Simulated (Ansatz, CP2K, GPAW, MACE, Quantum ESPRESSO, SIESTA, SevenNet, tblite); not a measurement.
# Quantum ESPRESSO runs on random packing of Nb14Si86 (at. %) (102 atoms)

How do the settings of Quantum ESPRESSO change the result for random packing of Nb14Si86 (at. %) (102 atoms)? A plane-wave run serves as the yardstick.

Program: Quantum ESPRESSO 7.5. Level of theory: the method is named at each step. Results are calculated unless marked as measured.

### 1. Set-up

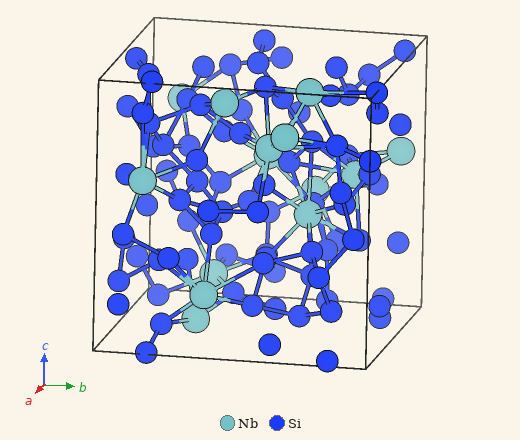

Start, viewed slightly off an axis; niobium teal, silicon blue. Bonds to atoms that aren't drawn are left out. Some periodic images of atoms are drawn too.

The cell holds 102 atoms: 14 Nb and 88 Si. Cell: a = 12.543 Å, b = 12.543 Å, c = 12.543 Å, α = 90.0°, β = 90.0°, γ = 90.0°. 102 atoms (14 Nb, 88 Si) packed at random in a cube at 3.17 g/cm³ and pushed apart as soft spheres; a start for melting by ab initio MD, not an equilibrated structure. Then every atom was moved at random, 0.05 Å r.m.s. a Cartesian component.

The yardstick, on the same geometry:

| Item | Value |
| --- | --- |
| method | Kohn-Sham DFT, PBE, PAW, plane waves (Ansatz 0.2.0); cutoff 420 eV, Γ point, fermi-dirac smearing of 0.05 eV; PAW set soft_2 |
| r.m.s. force component | 1.424 eV/Å |
| longest force | 7.005 eV/Å |
| pressure | -1.475 GPa |
| SCF cycles | 9 |
| time | 29 s on 4 threads of Arm Neoverse V2, shared host |
| CPU time | 1.9 min |

### 2. PBE, sssp-1.3.0-efficiency, 45/360 Ry

Method: Kohn-Sham DFT, PBE, SSSP efficiency 1.3.0 pseudopotentials, plane waves.

Contents of pw.in:

```
&control
  calculation = 'scf'
  pseudo_dir = './pseudo'
  outdir = './tmp'
  disk_io = 'none'
  tprnfor = .true.
  tstress = .true.
/
&system
  ibrav = 0
  nat = 102
  ntyp = 2
  ecutwfc = 45
  ecutrho = 360
  nosym = .true.
  occupations = 'smearing'
  smearing = 'fd'
  degauss = 0.003675
/
&electrons
  conv_thr = 5.1e-07
  electron_maxstep = 100
  mixing_beta = 0.2
  mixing_mode = 'local-TF'
  diagonalization = 'david'
/
ATOMIC_SPECIES
Nb 92.906 Nb.upf
Si 28.085 Si.upf
CELL_PARAMETERS angstrom
12.54330 0.00000 0.00000
0.00000 12.54330 0.00000
0.00000 0.00000 12.54330
ATOMIC_POSITIONS crystal
Nb 0.84895 0.37122 0.19715
Nb 0.23403 0.28412 0.12814
Nb 0.78500 0.58693 0.73828
Nb 0.81591 0.42663 0.90169
Nb 0.08635 0.12444 0.73193
Nb 0.37334 0.82382 0.56266
Nb 0.21620 0.95631 0.62198
Nb 0.52201 0.68192 0.44088
Nb 0.80440 0.73522 0.95961
Nb 0.10388 0.62329 0.42946
Nb 0.95480 0.67727 0.82306
Nb 0.24101 0.47480 0.57987
Nb 0.91376 0.15133 0.61864
Nb 0.59197 0.29252 0.04362
Si 0.41473 0.58806 0.60254
Si 0.88730 0.14238 0.86201
Si 0.57673 0.54288 0.28365
Si 0.17097 0.46338 0.19650
Si 0.00857 0.47160 0.88657
Si 0.60559 0.77074 0.90414
Si 0.83308 0.98608 0.98214
Si 0.76536 0.82230 0.14723
Si 0.41141 0.06943 0.40719
Si 0.70368 0.12316 0.96163
Si 0.00370 0.46041 0.09417
Si 0.69349 0.84950 0.52784
Si 0.37179 0.92335 0.04017
Si 0.45117 0.21778 0.81659
Si 0.00283 0.85967 0.02136
Si 0.30623 0.65825 0.42918
Si 0.39536 0.08528 0.62149
Si 0.27772 0.77152 0.83258
Si 0.86219 0.91782 0.44110
Si 0.46035 0.00073 0.77899
Si 0.42541 0.85355 0.33378
Si 0.16392 0.75043 0.57970
Si 0.64101 0.68144 0.09184
Si 0.53500 0.70260 0.21859
Si 0.96360 0.26239 0.35154
Si 0.78390 0.32313 0.67613
Si 0.23151 0.18351 0.59222
Si 0.70150 0.52102 0.13374
Si 0.57230 0.15638 0.67266
Si 0.24140 0.08357 0.03734
Si 0.28058 0.71055 0.06776
Si 0.75464 0.04052 0.20438
Si 0.09085 0.55647 0.70905
Si 0.42545 0.39569 0.10914
Si 0.47586 0.57061 0.85148
Si 0.65180 0.54502 0.57021
Si 0.57639 0.43791 0.73589
Si 0.64595 0.03494 0.33766
Si 0.12059 0.16457 0.28938
Si 0.37439 0.33853 0.69059
Si 0.58918 0.96416 0.13615
Si 0.61284 0.38539 0.45069
[... 42 atom lines left out ...]
Si 0.81852 0.21227 0.07241
Si 0.38737 0.46076 0.95322
Si 0.87420 0.79582 0.29524
Si 0.10465 0.81213 0.86786
K_POINTS gamma
```

Launch:

```
$ OMP_NUM_THREADS=1 mpirun -np 4 pw.x -in pw.in > output.txt
```

The program printed:

```text
Program PWSCF
     gamma-point specific algorithms are used
     one sub-group per band group will be used
     scalapack distributed-memory algorithm (size of sub-group:  2*  2 procs)
     Parallelization info
     sticks:   dense  smooth     PW     G-vecs:    dense   smooth      PW
     Min        4024    2013    503               383988   135789   16928
     Max        4026    2018    506               383994   135792   16930
     Sum       16101    8061   2017              1535963   543161   67715
     bravais-lattice index     =            0
     lattice parameter (alat)  =      23.7034  a.u.
     unit-cell volume          =   13317.7859 (a.u.)^3
     number of atoms/cell      =          102
     number of atomic types    =            2
     number of electrons       =       534.00
     number of Kohn-Sham states=          320
     kinetic-energy cutoff     =      45.0000  Ry
     charge density cutoff     =     360.0000  Ry
     scf convergence threshold =      5.1E-07
     mixing beta               =       0.2000
     number of iterations used =            8  local-TF  mixing
     Exchange-correlation= PBE
                           (   1   4   3   4   0   0   0)
     crystal axes: (cart. coord. in units of alat)
               a(1) = (   1.000000   0.000000   0.000000 )
               a(2) = (   0.000000   1.000000   0.000000 )
               a(3) = (   0.000000   0.000000   1.000000 )
     reciprocal axes: (cart. coord. in units 2 pi/alat)
               b(1) = (  1.000000  0.000000  0.000000 )
               b(2) = (  0.000000  1.000000  0.000000 )
               b(3) = (  0.000000  0.000000  1.000000 )
     PseudoPot. # 1 for Nb:
     Pseudo is Projector augmented-wave + core cor, Zval = 13.0
     PseudoPot. # 2 for Si:
     Pseudo is Ultrasoft + core correction, Zval =  4.0
     atomic species   valence    mass     pseudopotential
     Nb               13.00    92.90600     Nb( 1.00)
     Si                4.00    28.08500     Si( 1.00)
     No symmetry found
   Cartesian axes
     number of k points=     1  Fermi-Dirac smearing, width (Ry)=  0.0037
                       cart. coord. in units 2pi/alat
        k(    1) = (   0.0000000   0.0000000   0.0000000), wk =   2.0000000
     Dense  grid:   767982 G-vectors     FFT dimensions: ( 144, 144, 144)
     Smooth grid:   271581 G-vectors     FFT dimensions: ( 108, 108, 108)
     Check: negative core charge=   -0.000002
     Initial potential from superposition of free atoms
     starting charge     533.9211, renormalised to     534.0000
     Starting wfcs are  492 randomized atomic wfcs
     Self-consistent Calculation
     iteration #  1     ecut=    45.00 Ry     beta= 0.20
     total energy              =   -5680.19116448 Ry
     estimated scf accuracy    <       9.88731135 Ry
     iteration #  2     ecut=    45.00 Ry     beta= 0.20
     total energy              =   -5678.36159043 Ry
     estimated scf accuracy    <       6.87936763 Ry
     iteration #  3     ecut=    45.00 Ry     beta= 0.20
     total energy              =   -5679.34608199 Ry
     estimated scf accuracy    <       1.96506095 Ry
     iteration #  4     ecut=    45.00 Ry     beta= 0.20
     total energy              =   -5679.49243704 Ry
     estimated scf accuracy    <       0.99928505 Ry
     iteration #  5     ecut=    45.00 Ry     beta= 0.20
     total energy              =   -5679.29589838 Ry
     estimated scf accuracy    <       0.91331190 Ry
     iteration #  6     ecut=    45.00 Ry     beta= 0.20
     total energy              =   -5679.39243340 Ry
     estimated scf accuracy    <       0.04437663 Ry
[...]
c_bands:  3 eigenvalues not converged
[...]
c_bands:  1 eigenvalues not converged
[...]
total energy              =   -5679.41324304 Ry
[...]
iteration # 18     ecut=    45.00 Ry     beta= 0.20
     total energy              =   -5679.41324316 Ry
     estimated scf accuracy    <       0.00000310 Ry
     iteration # 19     ecut=    45.00 Ry     beta= 0.20
     total energy              =   -5679.41324372 Ry
     estimated scf accuracy    <       0.00000145 Ry
     iteration # 20     ecut=    45.00 Ry     beta= 0.20
     End of self-consistent calculation
          k = 0.0000 0.0000 0.0000 ( 33858 PWs)   bands (ev):
   -47.2124 -47.0661 -46.9777 -46.9597 -46.9485 -46.9099 -46.9009 -46.8680
   -46.8618 -46.8425 -46.8298 -46.7659 -46.5335 -46.5252 -23.3595 -23.3474
   -23.3048 -23.2871 -23.2839 -23.2760 -23.2575 -23.1771 -23.1504 -23.1190
   -23.1014 -23.0914 -23.0758 -23.0587 -23.0436 -23.0326 -23.0313 -23.0212
   -23.0185 -23.0087 -22.9953 -22.9856 -22.9840 -22.9687 -22.9582 -22.9269
   -22.9215 -22.9202 -22.9140 -22.9077 -22.8961 -22.8856 -22.8321 -22.8112
[...]
9.1300   9.1579   9.2081   9.2352   9.2693   9.2867   9.3182   9.3558
     9.3890   9.4021   9.4470   9.4863   9.5331   9.5480   9.5730   9.5861
     9.6524   9.6829   9.6925   9.7029   9.7166   9.7285   9.8180   9.8341
     the Fermi energy is     8.1658 ev
!    total energy              =   -5679.41324345 Ry
     estimated scf accuracy    <       0.00000040 Ry
     smearing contrib. (-TS)   =      -0.03737724 Ry
     internal energy E=F+TS    =   -5679.37586621 Ry
     The total energy is F=E-TS. E is the sum of the following terms:
     one-electron contribution =    -835.89717922 Ry
     hartree contribution      =     647.94362790 Ry
     xc contribution           =    -941.94708788 Ry
     ewald contribution        =   -1630.67001805 Ry
     one-center paw contrib.   =   -2918.80520896 Ry
     convergence has been achieved in  20 iterations
     Forces acting on atoms (cartesian axes, Ry/au):
     atom    1 type  1   force =    -0.01545072    0.01103356    0.03919040
     atom    2 type  1   force =     0.07527535   -0.04026034    0.00900372
     atom    3 type  1   force =    -0.02708877   -0.02583871   -0.01203393
     atom    4 type  1   force =    -0.06353682    0.04077800    0.01526118
     atom    5 type  1   force =     0.01517522    0.01982961    0.02834971
     atom    6 type  1   force =     0.01460419   -0.03177834    0.00157795
[...]
atom  100 type  2   force =    -0.10590077   -0.06729762   -0.10597920
     atom  101 type  2   force =     0.08311063   -0.00103616   -0.02125400
     atom  102 type  2   force =    -0.00476736   -0.00772603   -0.05179330
     Total force =     0.972510     Total SCF correction =     0.001221
     Computing stress (Cartesian axis) and pressure
          total   stress  (Ry/bohr**3)                   (kbar)     P=      -15.23
  -0.00002525   0.00001771  -0.00003873           -3.71        2.61       -5.70
   0.00001771  -0.00020543   0.00000324            2.61      -30.22        0.48
  -0.00003873   0.00000324  -0.00007982           -5.70        0.48      -11.74
     Message from routine punch:
     Nothing written, as per user request (disk_io='none')
```

Run time: 7.9 min. Hardware: 4 MPI ranks of Arm Neoverse V2, shared host; peak memory 6.8 GiB; 31 min of CPU time.

Banners, paths, timers and routine set-up lines are dropped from the logs unmarked, and long logs keep their key lines alone; longer cuts are marked.

Against the reference:

```yaml
r_m_s_force_component: 1.429 eV/Å
r_m_s_difference_of_force_components: 5.812 meV/Å
longest_difference_of_force_vectors: 33.16 meV/Å
force_difference_over_r_m_s_force: 0.4081 %
slope_of_forces_against_the_reference_s: 1.004
correlation_of_force_components: 1
pressure: -1.522 GPa
pressure_difference: -0.0474 GPa
```

Length of the force difference by element (eV/Å):

```tsv
element	atoms	mean	most
Nb	14	0.0098	0.019
Si	88	0.0078	0.033
```

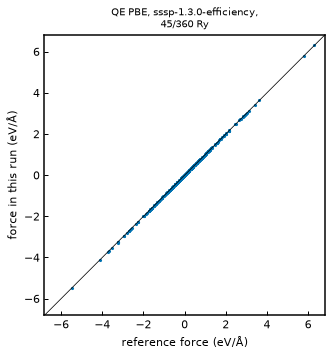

Force components against those of the reference; the line marks equality.

The surroundings of Si95, picked at random, nearest first, numbered as they follow in the input and with coordinates relative to it.

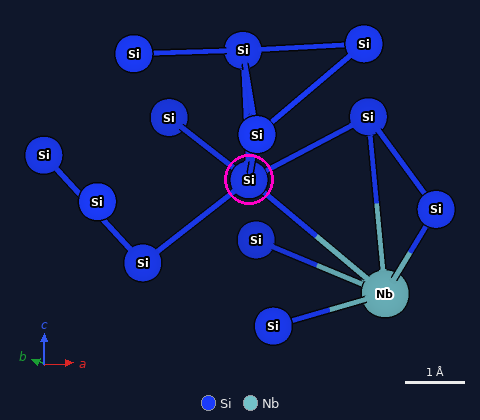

The atoms of the table, within 3.6 Å (arrows a, b, c point along x, y, z); some may hide others; the central atom is ringed.

```tsv
atom	x	y	z	distance (Å)	Fx	Fy	Fz (eV/Å)
Si95	0.00	0.00	0.00	0.00	1.10	0.01	-2.00
Si24	-0.14	-0.10	2.23	2.24	-1.58	0.54	1.77
Si43	-1.79	0.32	-1.39	2.29	-0.84	-0.60	-0.14
Si16	2.16	0.14	0.98	2.38	-0.81	-1.13	-4.13
Si91	-0.74	2.20	0.83	2.46	-0.17	-0.07	-0.40
Si88	-0.52	-2.17	1.05	2.47	-0.28	-1.24	-0.31
Si90	0.14	-0.95	-2.39	2.58	-0.28	-0.20	-0.70
Si40	0.87	2.41	-1.35	2.89	0.47	0.36	0.86
Nb13	2.50	0.25	-2.07	3.25	-0.49	0.94	-0.10
Si72	2.77	-1.80	-0.39	3.33	1.55	1.25	-0.35
Si21	1.48	-1.82	2.49	3.42	0.89	-1.49	0.74
Si28	-3.31	1.09	0.41	3.51	2.65	-0.35	-0.71
Si93	-2.39	-1.12	2.38	3.55	-0.63	0.28	0.01
Si34	-3.19	-1.64	-0.06	3.59	0.17	-0.30	0.07
```

Forces lie 0.41 % from the reference's, at 17 times its CPU time.

### 3. PBE, sssp-1.3.0-efficiency, 30/240 Ry

Method: Kohn-Sham DFT, PBE, SSSP efficiency 1.3.0 pseudopotentials, plane waves.

Changes to pw.in since step 2:

```diff
@@ -12,4 +12,4 @@
   ntyp = 2
-  ecutwfc = 45
-  ecutrho = 360
+  ecutwfc = 30
+  ecutrho = 240
   nosym = .true.
```

The program printed:

```text
[banner, memory and clock lines left out]
Program PWSCF
     gamma-point specific algorithms are used
     one sub-group per band group will be used
     bravais-lattice index     =            0
[... lines left out ...]
     total energy              =   -5678.18990629 Ry
[... lines left out ...]
     total energy              =   -5679.20457457 Ry
[... lines left out ...]
     c_bands:  4 eigenvalues not converged
[... lines left out ...]
     c_bands:  1 eigenvalues not converged
[... lines left out ...]
     total energy              =   -5679.27298246 Ry
[... lines left out ...]
     total energy              =   -5679.27298285 Ry
[... lines left out ...]
     the Fermi energy is     8.1683 ev
!    total energy              =   -5679.27298293 Ry
[... lines left out ...]
     smearing contrib. (-TS)   =      -0.03735993 Ry
     internal energy E=F+TS    =   -5679.23562301 Ry
     The total energy is F=E-TS. E is the sum of the following terms:
     one-electron contribution =    -835.57274248 Ry
     hartree contribution      =     647.57176178 Ry
     xc contribution           =    -941.84500164 Ry
     ewald contribution        =   -1630.67001805 Ry
     one-center paw contrib.   =   -2918.71962262 Ry
     convergence has been achieved in  20 iterations
     Forces acting on atoms (cartesian axes, Ry/au):
     atom    1 type  1   force =    -0.01536926    0.01110894    0.03990178
     atom    2 type  1   force =     0.07564475   -0.04053391    0.00891204
     atom    3 type  1   force =    -0.02877455   -0.02776191   -0.01216041
[...]
atom  101 type  2   force =     0.08308888   -0.00105182   -0.02123061
     atom  102 type  2   force =    -0.00467069   -0.00766123   -0.05177382
     Total force =     0.973440     Total SCF correction =     0.000740
     Computing stress (Cartesian axis) and pressure
          total   stress  (Ry/bohr**3)                   (kbar)     P=      -24.09
  -0.00008579   0.00001795  -0.00003857          -12.62        2.64       -5.67
   0.00001795  -0.00026556   0.00000312            2.64      -39.07        0.46
  -0.00003857   0.00000312  -0.00013992           -5.67        0.46      -20.58
     Message from routine punch:
     Nothing written, as per user request (disk_io='none')
```

Wall time 4.5 min (4 MPI ranks); peak memory 3.7 GiB.

Numbers from this run, and their distance from the reference:

```yaml
r_m_s_force_component: 1.431 eV/Å
r_m_s_difference_of_force_components: 13.73 meV/Å
longest_difference_of_force_vectors: 95.67 meV/Å
force_difference_over_r_m_s_force: 0.964 %
slope_of_forces_against_the_reference_s: 1.004
correlation_of_force_components: 1
pressure: -2.409 GPa
pressure_difference: -0.9341 GPa
energy_less_the_same_level_run_s: 18.71 meV/atom
r_m_s_force_difference_from_the_same_level_run: 10.69 meV/Å
```

This is a coarse setting, run to see what it loses.

Against the first run (0.41 %), the force difference from the reference is 0.96 %, at 0.57 times the CPU time: the cutoff matters here.

The difference per atom is largest on Nb (0.050 eV/Å on average, against 0.0091 on Si).

### 4. The ladder

Differences are against the plane-wave reference, forces as r.m.s. over components; share is that over the reference's r.m.s. force, slope the least-squares factor from reference forces to these. Total energies of different programs have different zeros and aren't compared.

```tsv
run	Δ force, r.m.s. (meV/Å)	share (%)	slope	Δ pressure (GPa)	cores	CPU time	memory (GiB)
reference	-	-	-	-	4	1.9 min	2.4
QE PBE, sssp-1.3.0-efficiency, 45/360 Ry	5.81	0.408	1.004	-0.0474	4	31 min	6.8
QE PBE, sssp-1.3.0-efficiency, 30/240 Ry (coarse)	13.7	0.964	1.004	-0.934	4	18 min	3.7
```

Rows marked coarse were listed beforehand as settings not expected to be converged; some can still land near the reference.

CPU time is summed over cores on a shared host, where runs went side by side, so it is rough. Symmetry, cutoffs, thresholds, outputs and thread counts weren't matched or tuned between programs; memory under MPI is the largest rank's times the ranks.

Within one program, basis, potentials and functional, energies share a zero. Each run against its twin at the usual cutoff or grid and solver:

```tsv
run	twin	Δ energy (meV/atom)	Δ force, r.m.s. (meV/Å)	CPU time over the twin's
QE PBE, sssp-1.3.0-efficiency, 30/240 Ry	sssp-1.3.0-efficiency, 45/360 Ry	18.7	10.7	0.57
```

### 5. What came out

```yaml
nearest_in_forces: QE PBE, sssp-1.3.0-efficiency, 45/360 Ry, 0.41 %
its_cpu_time: 31 min
```

**Reading.** PBE on plane waves or a grid with other potentials, cutoffs or grids, coarse settings apart, differs from the reference by 0.41 % (QE PBE, sssp-1.3.0-efficiency, 45/360 Ry) of the r.m.s. force; this holds the reference's own error, so differences of a few per cent don't tell which side is nearer the exact PBE result (QE's 45 Ry are 612 eV, against the reference's 420 eV). Runs with settings chosen to be coarse differ by 0.96 % (QE PBE, sssp-1.3.0-efficiency, 30/240 Ry), their programs' other errors included. None of the electronic-structure runs in the table takes under half the reference's CPU time of 1.9 min; they take 9.7 to 17 times as much. The electronic-structure runs sample only Γ, in a cell whose shortest periodic width is 13 Å, which is coarse for a cell with partly filled levels.

[Also dropped from logs without a mark: logging warnings of Python, and SIESTA's first energy breakdown and zero terms.]

[Logs are printed without paths, hosts, clocks, repeated set-up lines and the standing remarks that a program may print on its own settings, such as how far it seeks lower states.]

[Hosts, paths, dates, database ids (printed as entryN), source tags and the programs' standing remarks are cut or masked in the printed files.]
